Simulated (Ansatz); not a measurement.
# NH₃: a changed input and its effect

System: NH₃.
Method of the first run: RKS wB97X-V/def2-TZVPPD (Ansatz 0.2.0).

The geometry comes from this level: PBE0-D4/def2-TZVP. Text and figures count atoms from 1; the logs count them from 0 in places.

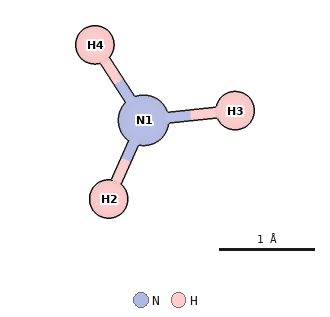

The structure as given in the input (ball-and-stick view, seen on its broad side; atoms are numbered from 1 in the order of the input). Bond lengths as drawn: H–N 1.01 Å.

### Input, the first run
```yaml
crystal:
  periodic: [false, false, false]
  atoms:
    - {symbol: N, position_ang: [-0.023699, 0.232100, -1.557935]}
    - {symbol: H, position_ang: [-0.685185, -0.383351, -2.015274]}
    - {symbol: H, position_ang: [-0.286665, 1.182502, -1.788324]}
    - {symbol: H, position_ang: [0.884131, 0.061143, -1.972800]}
basis:
  gaussian: {orbitals: "def2-TZVPPD.json"}
hamiltonian: {xc: {name: wB97X-V}}
```

Command:
```bash
ansatz run in.yaml --threads 2 --pin off --events-out ev --progress --plain --max-ram 5222MiB
```

Hardware: 2 CPU threads, shared host.

### Output (the first run)
```
Functional definition: wB97X-V
  parameter omega = 0.3/bohr
  parameter cx = 0.167
  parameter cx1 = 0.603
  parameter cx2 = 1.194
  parameter css0 = 0.556
  parameter css1 = -0.257
  parameter cos0 = 1.219
  parameter cos1 = -1.850
  parameter b = 6.0
  parameter c = 0.01
  exchange = spin_sum(e_x_unif_sr(omega)*poly(b97_u_x, 1 - cx, cx1, cx2)) + cx*exact_x_sr(omega) + exact_x_lr(omega)
  correlation = spin_sum(e_c_pw_same_spin*poly(b97_u_same, css0, css1))
      + integral(e_c_pw_opposite_spin*poly(b97_u_opposite, cos0, cos1)) + vv10(b, c)
356 factors; their error is unknown
117 factors; integrals over basis functions are off by at most 7.0e-6 eV
mean field evaluation 1: about -1535.8169 eV, gradient 4.3e1 eV
mean field evaluation 2: about -1536.3380 eV, gradient 3.9e1 eV
mean field evaluation 4: about -1539.1842 eV, gradient 2.4e-1 eV
mean field evaluation 8: about -1539.1834 eV, gradient 2.8e-2 eV
mean field -1539.18337128 eV, -56.5639455987 hartree, gradient 3.8e-6 eV, S^2 0.000000; 0 other end points of the search recorded, 0 dependent functions left out
reference -1539.18336996 eV, -56.5639455500 hartree; 5, 5 occupied and 83, 83 virtual orbitals, 356 factors
Total energy: -1539.18336996 eV, -56.5639455500 hartree
```

The input of the second run differs as follows (lines with − go, lines with + come):
```diff
-    - {symbol: N, position_ang: [-0.023699, 0.232100, -1.557935]}
-    - {symbol: H, position_ang: [-0.685185, -0.383351, -2.015274]}
-    - {symbol: H, position_ang: [-0.286665, 1.182502, -1.788324]}
-    - {symbol: H, position_ang: [0.884131, 0.061143, -1.972800]}
+    - {symbol: N, position_ang: [-0.023657, 0.231668, -1.555101]}
+    - {symbol: H, position_ang: [-0.684060, -0.382030, -2.016059]}
+    - {symbol: H, position_ang: [-0.286222, 1.181063, -1.789514]}
+    - {symbol: H, position_ang: [0.882520, 0.061693, -1.973660]}
```

What does this change do to the results?

The energy is the same within 0.01 kcal/mol.

### Output (the second run)
```
Functional definition: wB97X-V
  parameter omega = 0.3/bohr
  parameter cx = 0.167
  parameter cx1 = 0.603
  parameter cx2 = 1.194
  parameter css0 = 0.556
  parameter css1 = -0.257
  parameter cos0 = 1.219
  parameter cos1 = -1.850
  parameter b = 6.0
  parameter c = 0.01
  exchange = spin_sum(e_x_unif_sr(omega)*poly(b97_u_x, 1 - cx, cx1, cx2)) + cx*exact_x_sr(omega) + exact_x_lr(omega)
  correlation = spin_sum(e_c_pw_same_spin*poly(b97_u_same, css0, css1))
      + integral(e_c_pw_opposite_spin*poly(b97_u_opposite, cos0, cos1)) + vv10(b, c)
356 factors; their error is unknown
117 factors; integrals over basis functions are off by at most 7.6e-6 eV
mean field evaluation 1: about -1535.8186 eV, gradient 4.3e1 eV
mean field evaluation 2: about -1536.3399 eV, gradient 3.9e1 eV
mean field evaluation 4: about -1539.1842 eV, gradient 2.4e-1 eV
mean field evaluation 8: about -1539.1834 eV, gradient 2.8e-2 eV
mean field -1539.18337221 eV, -56.5639456327 hartree, gradient 2.7e-5 eV, S^2 0.000000; 0 other end points of the search recorded, 0 dependent functions left out
reference -1539.18337088 eV, -56.5639455840 hartree; 5, 5 occupied and 83, 83 virtual orbitals, 356 factors
Total energy: -1539.18337088 eV, -56.5639455840 hartree
```

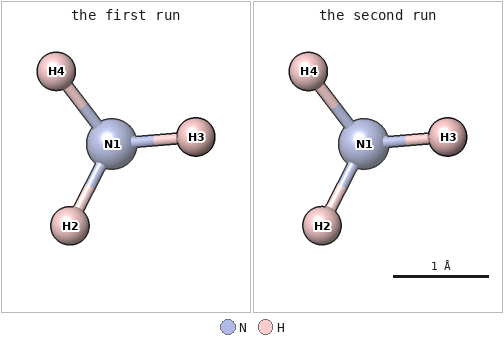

The two input geometries at one scale (ball-and-stick view, seen on its broad side). The atoms keep their places after the best rigid fit (all moves are under 0.005 Å).

### The two runs side by side

```csv
quantity,the first run,the second run
outcome,converged,converged
total energy (hartree),−56.563946,−56.563946
basis functions,88,88
wall time (shared host),0.55 s,0.55 s
```
